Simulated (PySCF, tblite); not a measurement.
**CH6OSi: dynamics, then NMR shifts and electronic excitations on frames**

How do NMR shifts and electronic excitations of CH6OSi (`CO[SiH3]`) change as the atoms move?

The runs use tblite 0.8.0 and PySCF 2.14.0, with density-fitted response routines of our own; the level of theory stands in each step. All values are computed, except where a source is named. Atoms count from 0, in the outputs and in this text.

### Step 1. The molecule as given

9 atoms, charge 0, multiplicity 1; geometry from: GFN2-xTB.

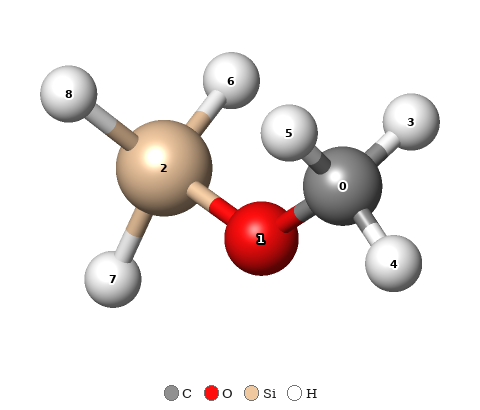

As it starts; carbon grey, oxygen red, silicon light orange, hydrogen white, atoms numbered.

### Step 2. Dynamics with GFN2-xTB

What the job is given:

```
{"job": {"kind": "md", "xc": "GFN2-xTB", "basis": "xTB", "temperature": 600, "steps": 2000, "every": 50, "frames": 5}, "charge": 0, "multiplicity": 1}
C     -1.349627    -0.233871    -0.019645
O     -0.192109     0.276294    -0.601867
Si     1.329591     0.261604    -0.044772
H     -1.265405    -1.312133     0.140398
H     -2.183922    -0.037115    -0.694983
H     -1.547729     0.246286     0.942652
H      1.810337    -1.109819     0.158094
H      1.977292     0.952892    -1.145237
H      1.435133     0.961856     1.240181
```

Level: GFN2-xTB Langevin dynamics, gas phase.

Launch:

```bash
$ OMP_NUM_THREADS=1 python probes_run.py task.json out
```

This one command runs all jobs of the session in turn.

The program printed:

```text
t/fs     T/K      E/eV
    0.0   558.2   -300.40705
   25.0   399.7   -300.16253
   50.0   391.3   -299.97846
   75.0   388.0   -300.07366
  100.0   851.7   -300.15588
  125.0   519.8   -299.84374
  150.0   676.1   -300.02707
  175.0   618.0   -299.79361
  200.0   602.9   -300.10581
  225.0   378.6   -299.90728
  250.0   524.9   -300.07271
  275.0   520.4   -299.95973
  300.0   529.7   -299.80067
  325.0   349.3   -299.71479
  350.0   653.5   -299.89922
  375.0   562.2   -299.90764
  400.0   614.5   -299.84147
  425.0   690.1   -299.91113
  450.0   574.5   -299.74219
  475.0   554.1   -299.99552
  500.0   911.3   -300.09481
  525.0   572.9   -299.79850
  550.0   436.2   -299.58040
  575.0   906.9   -300.06587
  600.0   763.8   -300.00877
  625.0   747.4   -299.93222
  650.0   748.7   -299.87010
  675.0   897.6   -299.82626
  700.0   679.8   -299.52916
  725.0   721.2   -299.66367
  750.0   785.5   -299.77533
  775.0   980.8   -299.80440
  800.0   546.3   -299.77268
  825.0   724.3   -300.03866
  850.0   704.4   -300.03562
  875.0   536.0   -299.95023
  900.0   710.9   -299.93308
  925.0   706.7   -300.06682
  950.0   541.2   -299.87138
  975.0   316.6   -299.69988
 1000.0   607.7   -299.97568
```

Wall time 8.2 s (1 thread of Arm Neoverse N1, shared host); peak memory 0.18 GiB.

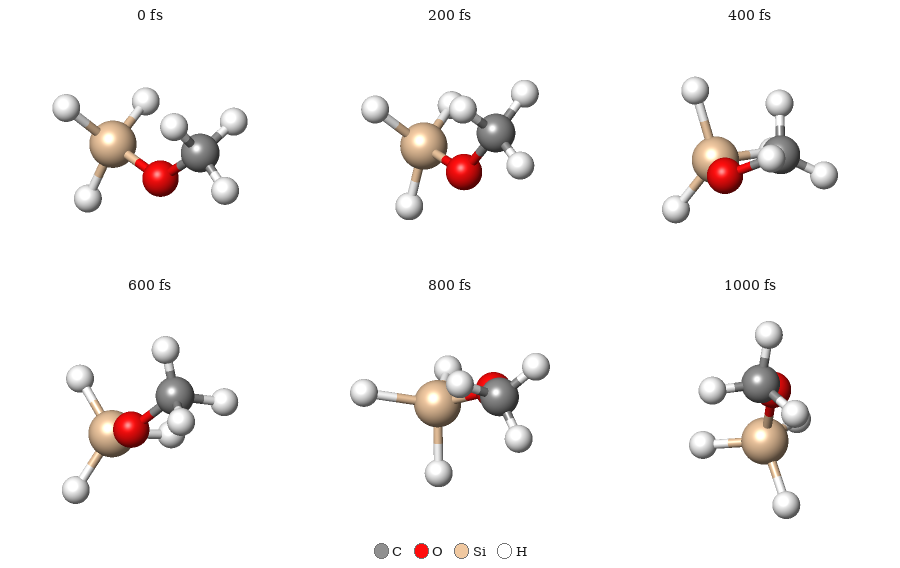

Frames of the run.

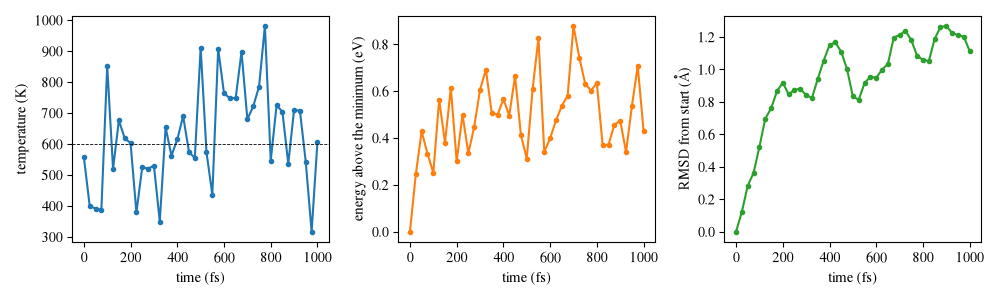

Temperature, potential energy and distance from the start.

Positions (Å) and forces (eV/Å) at 1000 fs:

```xyz
9

C    -2.894    0.827    0.982   -1.171   -1.399   -0.622
O    -1.933    0.084    0.223   -0.796    0.502    0.171
Si   -1.060    0.244   -1.143   -0.409   -0.163   -0.152
H    -2.508    1.781    1.277    0.025    0.776   -0.455
H    -3.061    0.311    1.951    0.122   -0.213   -0.574
H    -3.969    0.868    0.463    2.311    0.152    0.725
H    -0.415   -1.021   -1.437   -0.313   -0.484    0.248
H    -1.758    0.670   -2.372   -0.173    0.020    0.362
H     0.090    1.080   -0.995    0.404    0.809    0.296
```

### Step 3. Nuclear shieldings: 250 fs, PBE0/pcSseg-1

What the job is given:

```
{"job": {"kind": "nmr", "xc": "PBE0", "basis": "pcSseg-1", "pop": false}, "charge": 0, "multiplicity": 1}
C     -1.087400    -0.668600     0.538700
O     -0.049800    -0.412300    -0.356700
Si     1.552200    -0.405500    -0.053900
H     -2.006300    -0.261700     0.121400
H     -0.951200     0.083900     1.426900
H     -1.065300    -1.675200     0.862200
H      2.237800    -1.726600    -0.308600
H      1.980000     0.759100    -0.775200
H      1.831300    -0.110100     1.381400
```

Method: GIAO PBE0/pcSseg-1 NMR shielding, non-relativistic, gas phase.

The program printed:

```text
coarse grid: 7520 points
cycle   1  E = -406.0480301737  dE =  1.306e-01  |g| = 6.326e-01  |ddm| = 2.456e+00
cycle   2  E = -405.9209985121  dE =  1.270e-01  |g| = 1.036e+00  |ddm| = 1.353e+00
cycle   3  E = -406.1187912838  dE = -1.978e-01  |g| = 4.627e-02  |ddm| = 9.596e-01
cycle   4  E = -406.1191954195  dE = -4.041e-04  |g| = 8.179e-03  |ddm| = 3.775e-02
cycle   5  E = -406.1192052741  dE = -9.855e-06  |g| = 2.682e-03  |ddm| = 7.825e-03
final grid: 66576 points
cycle   6  E = -406.1465116806  dE = -9.483e-06  |g| = 6.742e-03  |ddm| = 1.098e-02
cycle   7  E = -406.1465017350  dE =  9.946e-06  |g| = 1.017e-02  |ddm| = 1.002e-02
cycle   8  E = -406.1465189290  dE = -1.719e-05  |g| = 4.549e-04  |ddm| = 6.487e-03
cycle   9  E = -406.1465189707  dE = -4.173e-08  |g| = 8.893e-05  |ddm| = 4.935e-04
cycle  10  E = -406.1465189725  dE = -1.803e-09  |g| = 2.936e-05  |ddm| = 8.212e-05
cycle  11  E = -406.1465189727  dE = -1.895e-10  |g| = 4.011e-06  |ddm| = 2.617e-05
converged SCF energy = -406.1465189727

GIAO shielding tensors (ppm)
atom      isotropic    diamagn.    paramagn.     s11        s22        s33       span
  0 C      128.012     244.615    -116.602     90.499    110.116    183.422     92.923
  1 O      354.317     397.738     -43.422    302.844    369.229    390.878     88.034
  2 Si     383.143     879.674    -496.531    326.091    341.085    482.252    156.161
  3 H       27.297      28.808      -1.511     23.451     25.417     33.024      9.573
  4 H       26.504      28.327      -1.824     22.563     24.975     31.974      9.411
  5 H       28.228      29.407      -1.180     24.355     25.472     34.856     10.500
  6 H       26.208      28.193      -1.984     23.128     24.552     30.946      7.818
  7 H       27.014      30.046      -3.032     23.348     25.304     32.391      9.043
  8 H       26.629      29.532      -2.903     24.446     25.104     30.337      5.891
```

Run time: 5.6 s. Hardware: 1 thread of Arm Neoverse N1, shared host; peak memory 0.39 GiB.

Shifts follow as δ = σ(reference) − σ, with reference shieldings (ppm) from runs at the same level and on the same kind of geometry: ¹H TMS 31.72, ¹³C TMS 186.9, ²⁹Si TMS 349.2, ¹⁷O H2O 336.1. The references are single molecules in the gas phase, so shifts against H2O, NH3, PH3, H3PO4 or CFCl3 are not on the usual liquid scales and can be off by tens of ppm. Each atom is listed at this fixed geometry, with no averaging over motion; a spectrum would average atoms that exchange fast.

```csv
atoms,environment,σ (ppm),δ (ppm)
C0,methyl carbon bonded to O,128.0,58.9
H6,hydrogen on a silicon bonded to O,26.21,5.51
H4,hydrogen on a methyl carbon bonded to O,26.50,5.21
H8,hydrogen on a silicon bonded to O,26.63,5.09
H7,hydrogen on a silicon bonded to O,27.01,4.70
H3,hydrogen on a methyl carbon bonded to O,27.30,4.42
H5,hydrogen on a methyl carbon bonded to O,28.23,3.49
O1,"oxygen bonded to C, Si",354.3,-18.2
Si2,"silicon bonded to O, 3 H",383.1,-34.0
```

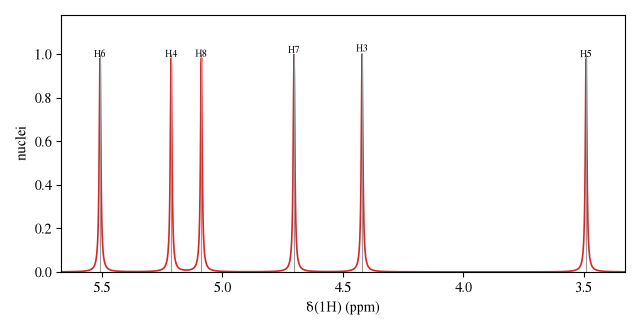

¹H lines at the computed shifts, without couplings. Lines are broadened to a width of 0.01 ppm (Lorentzian).

### Step 4. TDDFT and polarisability: 250 fs, PBE0/def2-SVPD

The job, as its differences from that of step 3:

```diff
@@ -1,2 +1,2 @@
-{"job": {"kind": "nmr", "xc": "PBE0", "basis": "pcSseg-1", "pop": false}, "charge": 0, "multiplicity": 1}
+{"job": {"kind": "uv", "xc": "PBE0", "basis": "def2-SVPD", "nstates": 5, "ntriplets": 0}, "charge": 0, "multiplicity": 1}
 C     -1.087400    -0.668600     0.538700
```

Method: TDDFT PBE0/def2-SVPD, vertical, gas phase, core orbitals frozen in the response.

The program printed:

```text
coarse grid: 7520 points
cycle   1  E = -405.8767994886  dE =  1.091e-01  |g| = 5.908e-01  |ddm| = 3.189e+00
cycle   2  E = -405.7435571089  dE =  1.332e-01  |g| = 1.013e+00  |ddm| = 1.332e+00
cycle   3  E = -405.9433385106  dE = -1.998e-01  |g| = 3.983e-02  |ddm| = 8.453e-01
cycle   4  E = -405.9436776396  dE = -3.391e-04  |g| = 7.482e-03  |ddm| = 7.245e-02
cycle   5  E = -405.9436906603  dE = -1.302e-05  |g| = 2.008e-03  |ddm| = 1.327e-02
cycle   6  E = -405.9436916972  dE = -1.037e-06  |g| = 4.730e-04  |ddm| = 2.883e-03
final grid: 66576 points
cycle   7  E = -406.0008202826  dE = -8.897e-06  |g| = 7.101e-03  |ddm| = 4.595e-02
cycle   8  E = -406.0008106712  dE =  9.611e-06  |g| = 1.016e-02  |ddm| = 1.287e-02
cycle   9  E = -406.0008299595  dE = -1.929e-05  |g| = 9.404e-04  |ddm| = 7.783e-03
cycle  10  E = -406.0008301657  dE = -2.062e-07  |g| = 7.035e-05  |ddm| = 9.352e-04
cycle  11  E = -406.0008301670  dE = -1.315e-09  |g| = 1.795e-05  |ddm| = 1.409e-04
cycle  12  E = -406.0008301671  dE = -9.413e-11  |g| = 3.181e-06  |ddm| = 3.516e-05
converged SCF energy = -406.0008301671

Static polarisability (au): isotropic 45.135, principal 42.036 43.072 50.296

Singlet excitations
state   eV       nm        f      main configurations
  1   6.8390    181.3   0.00271   H->L 0.98
  2   7.4363    166.7   0.01080   H-1->L 0.97
  3   7.7195    160.6   0.06285   H->L+1 0.94
  4   8.0938    153.2   0.00791   H->L+2 0.77
  5   8.2110    151.0   0.00765   H-2->L 0.59, H-1->L+1 0.26, H->L+2 0.08
```

Run time: 7.6 s. Hardware: 1 thread of Arm Neoverse N1, shared host; peak memory 0.49 GiB.

Frontier orbitals and where they lie:

```csv
orbital,eV,atoms
HOMO−3,-10.39,"Si2 32 %, H7 20 %, O1 17 %"
HOMO−2,-9.47,"Si2 31 %, H8 20 %, C0 12 %"
HOMO−1,-8.67,"O1 46 %, Si2 15 %, C0 11 %"
HOMO,-8.11,"O1 50 %, C0 12 %, Si2 12 %"
LUMO,0.21,"Si2 37 %, C0 13 %, H6 11 %"
LUMO+1,0.79,"Si2 45 %, H6 14 %, H7 10 %"
LUMO+2,1.30,"Si2 50 %, O1 12 %, H6 11 %"
```

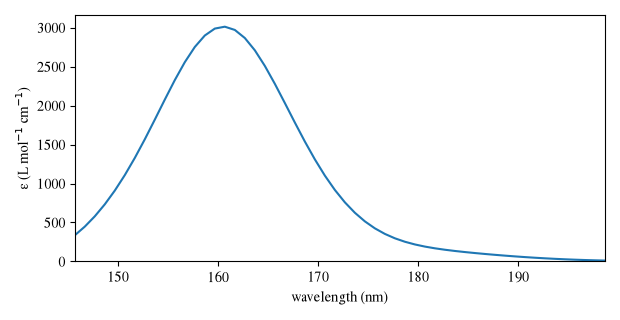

Absorption spectrum: each of the 5 states is a Gaussian band of 0.4 eV half-width at 1/e. Beyond the last state computed it falls off for lack of states.

Ground-state properties from the same run:

```
           property  computed
  dipole moment (D)      0.89
polarisability (Å³)      6.69
 HOMO–LUMO gap (eV)      8.32
      −ε(HOMO) (eV)      8.11
```

### Step 5. Shielding tensors: 425 fs, PBE0/pcSseg-1

What the job is given:

```
{"job": {"kind": "nmr", "xc": "PBE0", "basis": "pcSseg-1", "pop": false}, "charge": 0, "multiplicity": 1}
C     -1.042700    -1.246700    -0.021100
O      0.004500    -0.354000    -0.279900
Si     1.471400    -1.064700    -0.586000
H     -1.921200    -0.657700     0.384100
H     -0.723200    -1.957900     0.707700
H     -1.337100    -1.801500    -0.926100
H      1.208800    -2.367100    -1.280700
H      2.098200    -0.219800    -1.593500
H      2.647500    -1.143600     0.436100
```

With the program's defaults for keys left out, this is: GIAO PBE0/pcSseg-1 NMR shielding, non-relativistic, gas phase.

The program printed:

```text
coarse grid: 7520 points
cycle   1  E = -406.0501749577  dE =  9.943e-02  |g| = 6.167e-01  |ddm| = 2.448e+00
cycle   2  E = -405.9186341936  dE =  1.315e-01  |g| = 1.036e+00  |ddm| = 1.306e+00
cycle   3  E = -406.1187434532  dE = -2.001e-01  |g| = 5.226e-02  |ddm| = 9.213e-01
cycle   4  E = -406.1192719222  dE = -5.285e-04  |g| = 1.075e-02  |ddm| = 4.610e-02
cycle   5  E = -406.1192924728  dE = -2.055e-05  |g| = 3.633e-03  |ddm| = 1.195e-02
cycle   6  E = -406.1192955381  dE = -3.065e-06  |g| = 6.765e-04  |ddm| = 3.222e-03
final grid: 66576 points
cycle   7  E = -406.1466498719  dE = -6.028e-06  |g| = 8.812e-03  |ddm| = 1.175e-02
cycle   8  E = -406.1466349917  dE =  1.488e-05  |g| = 1.279e-02  |ddm| = 1.156e-02
cycle   9  E = -406.1466635476  dE = -2.856e-05  |g| = 1.107e-03  |ddm| = 7.586e-03
cycle  10  E = -406.1466638145  dE = -2.669e-07  |g| = 8.509e-05  |ddm| = 8.968e-04
cycle  11  E = -406.1466638161  dE = -1.535e-09  |g| = 1.623e-05  |ddm| = 8.352e-05
cycle  12  E = -406.1466638161  dE = -5.116e-11  |g| = 3.334e-06  |ddm| = 2.176e-05
converged SCF energy = -406.1466638161

GIAO shielding tensors (ppm)
atom      isotropic    diamagn.    paramagn.     s11        s22        s33       span
  0 C      127.039     242.186    -115.147     93.824    108.324    178.969     85.145
  1 O      353.826     395.370     -41.545    306.290    370.136    385.051     78.762
  2 Si     381.055     878.528    -497.473    320.261    330.748    492.155    171.894
  3 H       26.886      27.242      -0.356     22.847     24.898     32.914     10.067
  4 H       28.600      29.529      -0.929     24.680     26.341     34.780     10.100
  5 H       27.773      28.255      -0.482     24.398     25.528     33.394      8.996
  6 H       26.494      28.109      -1.614     23.959     24.885     30.639      6.680
  7 H       26.900      29.560      -2.659     23.590     25.217     31.894      8.304
  8 H       25.494      27.127      -1.633     22.707     23.883     29.892      7.185
```

Run time: 5.2 s. Hardware: 1 thread of Arm Neoverse N1, shared host; peak memory 0.41 GiB.

In short: δ C0 59.9, O1 -17.7, Si2 -31.9, H8 6.22, H6 5.22 ppm.

### Step 6. Ultraviolet spectrum: 425 fs, PBE0/def2-SVPD

The job, as its differences from that of step 5:

```diff
@@ -1,2 +1,2 @@
-{"job": {"kind": "nmr", "xc": "PBE0", "basis": "pcSseg-1", "pop": false}, "charge": 0, "multiplicity": 1}
+{"job": {"kind": "uv", "xc": "PBE0", "basis": "def2-SVPD", "nstates": 5, "ntriplets": 0}, "charge": 0, "multiplicity": 1}
 C     -1.042700    -1.246700    -0.021100
```

Level: TDDFT PBE0/def2-SVPD, vertical, gas phase, core orbitals frozen in the response.

The program printed:

```text
coarse grid: 7520 points
cycle   1  E = -405.8789641141  dE =  7.835e-02  |g| = 5.766e-01  |ddm| = 3.177e+00
cycle   2  E = -405.7434977839  dE =  1.355e-01  |g| = 1.009e+00  |ddm| = 1.363e+00
cycle   3  E = -405.9435053006  dE = -2.000e-01  |g| = 4.548e-02  |ddm| = 8.448e-01
cycle   4  E = -405.9439538659  dE = -4.486e-04  |g| = 1.047e-02  |ddm| = 7.823e-02
cycle   5  E = -405.9439818666  dE = -2.800e-05  |g| = 2.810e-03  |ddm| = 2.044e-02
cycle   6  E = -405.9439838871  dE = -2.020e-06  |g| = 5.773e-04  |ddm| = 4.127e-03
final grid: 66576 points
cycle   7  E = -406.0011963909  dE = -7.177e-06  |g| = 7.894e-03  |ddm| = 3.708e-02
cycle   8  E = -406.0011830488  dE =  1.334e-05  |g| = 1.161e-02  |ddm| = 1.514e-02
cycle   9  E = -406.0012083261  dE = -2.528e-05  |g| = 1.108e-03  |ddm| = 9.076e-03
cycle  10  E = -406.0012086122  dE = -2.861e-07  |g| = 6.062e-05  |ddm| = 1.047e-03
cycle  11  E = -406.0012086132  dE = -1.015e-09  |g| = 1.612e-05  |ddm| = 1.393e-04
cycle  12  E = -406.0012086133  dE = -8.254e-11  |g| = 2.315e-06  |ddm| = 3.425e-05
converged SCF energy = -406.0012086133

Static polarisability (au): isotropic 45.893, principal 41.811 42.664 53.204

Singlet excitations
state   eV       nm        f      main configurations
  1   6.6580    186.2   0.01407   H->L 0.98
  2   7.5573    164.1   0.01604   H-1->L 0.89
  3   7.6694    161.7   0.05939   H->L+1 0.86
  4   7.8748    157.4   0.03954   H->L+2 0.80, H->L+1 0.08
  5   8.2017    151.2   0.01006   H-2->L 0.88
```

Wall time 7.6 s (1 thread of Arm Neoverse N1, shared host); peak memory 0.5 GiB.

Key values: HOMO -8.21 eV, LUMO -0.04 eV; lowest singlet 6.66 eV.

### Step 7. NMR shieldings: 625 fs, PBE0/pcSseg-1

What the job is given:

```
{"job": {"kind": "nmr", "xc": "PBE0", "basis": "pcSseg-1", "pop": false}, "charge": 0, "multiplicity": 1}
C     -1.991600    -0.956300     0.675100
O     -1.054500    -0.399700    -0.155400
Si     0.515500    -0.537400    -0.679900
H     -2.897100    -0.245100     0.609900
H     -1.807100    -1.270300     1.663900
H     -2.338000    -1.893600     0.099700
H      0.874100    -1.705800    -1.542900
H      0.688100     0.816500    -1.260700
H      1.314400    -0.577200     0.534700
```

Level: GIAO PBE0/pcSseg-1 NMR shielding, non-relativistic, gas phase.

The program printed:

```text
coarse grid: 7520 points
cycle   1  E = -406.0397610711  dE =  1.074e-01  |g| = 6.357e-01  |ddm| = 2.454e+00
cycle   2  E = -405.9023728462  dE =  1.374e-01  |g| = 1.062e+00  |ddm| = 1.444e+00
cycle   3  E = -406.1116331032  dE = -2.093e-01  |g| = 4.862e-02  |ddm| = 1.034e+00
cycle   4  E = -406.1120816811  dE = -4.486e-04  |g| = 7.947e-03  |ddm| = 4.240e-02
cycle   5  E = -406.1120911465  dE = -9.465e-06  |g| = 1.073e-03  |ddm| = 7.473e-03
final grid: 66576 points
cycle   6  E = -406.1392051327  dE = -6.849e-06  |g| = 8.317e-03  |ddm| = 1.124e-02
cycle   7  E = -406.1391930996  dE =  1.203e-05  |g| = 1.183e-02  |ddm| = 1.092e-02
cycle   8  E = -406.1392168645  dE = -2.376e-05  |g| = 9.511e-04  |ddm| = 7.213e-03
cycle   9  E = -406.1392170603  dE = -1.958e-07  |g| = 1.228e-04  |ddm| = 8.577e-04
cycle  10  E = -406.1392170637  dE = -3.392e-09  |g| = 2.440e-05  |ddm| = 1.179e-04
cycle  11  E = -406.1392170638  dE = -1.208e-10  |g| = 3.865e-06  |ddm| = 2.718e-05
converged SCF energy = -406.1392170638

GIAO shielding tensors (ppm)
atom      isotropic    diamagn.    paramagn.     s11        s22        s33       span
  0 C      129.716     237.875    -108.159    102.557    106.470    180.122     77.566
  1 O      348.947     400.106     -51.159    261.480    384.812    400.548    139.068
  2 Si     387.799     879.389    -491.590    337.479    355.381    470.537    133.058
  3 H       26.258      25.738       0.521     21.584     24.507     32.684     11.100
  4 H       28.418      28.667      -0.249     25.643     25.673     33.939      8.296
  5 H       26.479      25.555       0.923     21.416     24.943     33.078     11.662
  6 H       26.250      28.617      -2.367     23.533     24.461     30.756      7.223
  7 H       26.378      29.769      -3.391     22.943     25.049     31.140      8.197
  8 H       26.791      30.608      -3.817     23.789     25.148     31.437      7.649
```

Wall time 5.2 s (1 thread of Arm Neoverse N1, shared host); peak memory 0.4 GiB.

This run: δ C0 57.2, O1 -12.9, Si2 -38.6, H6 5.47, H3 5.46 ppm.

### Step 8. Ultraviolet spectrum: 625 fs, PBE0/def2-SVPD

The job, as its differences from that of step 7:

```diff
@@ -1,2 +1,2 @@
-{"job": {"kind": "nmr", "xc": "PBE0", "basis": "pcSseg-1", "pop": false}, "charge": 0, "multiplicity": 1}
+{"job": {"kind": "uv", "xc": "PBE0", "basis": "def2-SVPD", "nstates": 5, "ntriplets": 0}, "charge": 0, "multiplicity": 1}
 C     -1.991600    -0.956300     0.675100
```

Method: TDDFT PBE0/def2-SVPD, vertical, gas phase, core orbitals frozen in the response.

The program printed:

```text
coarse grid: 7520 points
cycle   1  E = -405.8694606337  dE =  8.518e-02  |g| = 5.935e-01  |ddm| = 3.132e+00
cycle   2  E = -405.7276006526  dE =  1.419e-01  |g| = 1.035e+00  |ddm| = 1.384e+00
cycle   3  E = -405.9371145330  dE = -2.095e-01  |g| = 4.111e-02  |ddm| = 9.104e-01
cycle   4  E = -405.9374758915  dE = -3.614e-04  |g| = 7.677e-03  |ddm| = 7.422e-02
cycle   5  E = -405.9374897389  dE = -1.385e-05  |g| = 1.658e-03  |ddm| = 1.358e-02
cycle   6  E = -405.9374904998  dE = -7.609e-07  |g| = 4.433e-04  |ddm| = 2.703e-03
final grid: 66576 points
cycle   7  E = -405.9944382247  dE = -7.692e-06  |g| = 6.626e-03  |ddm| = 3.349e-02
cycle   8  E = -405.9944285592  dE =  9.666e-06  |g| = 9.859e-03  |ddm| = 1.235e-02
cycle   9  E = -405.9944462454  dE = -1.769e-05  |g| = 7.587e-04  |ddm| = 7.763e-03
cycle  10  E = -405.9944463851  dE = -1.397e-07  |g| = 8.047e-05  |ddm| = 7.993e-04
cycle  11  E = -405.9944463868  dE = -1.705e-09  |g| = 1.689e-05  |ddm| = 1.288e-04
cycle  12  E = -405.9944463869  dE = -8.356e-11  |g| = 2.681e-06  |ddm| = 3.273e-05
converged SCF energy = -405.9944463869

Static polarisability (au): isotropic 46.514, principal 41.944 44.420 53.179

Singlet excitations
state   eV       nm        f      main configurations
  1   6.4906    191.0   0.00421   H->L 0.98
  2   6.8879    180.0   0.01101   H-1->L 0.97
  3   7.4166    167.2   0.04983   H->L+1 0.95
  4   7.7932    159.1   0.02669   H-1->L+1 0.69, H->L+2 0.26
  5   7.8215    158.5   0.03218   H->L+2 0.70, H-1->L+1 0.26
```

Run time: 7.6 s. Hardware: 1 thread of Arm Neoverse N1, shared host; peak memory 0.49 GiB.

This run: HOMO -7.86 eV, LUMO 0.09 eV; lowest singlet 6.49 eV.

(Part 1 of 2 ends here.)
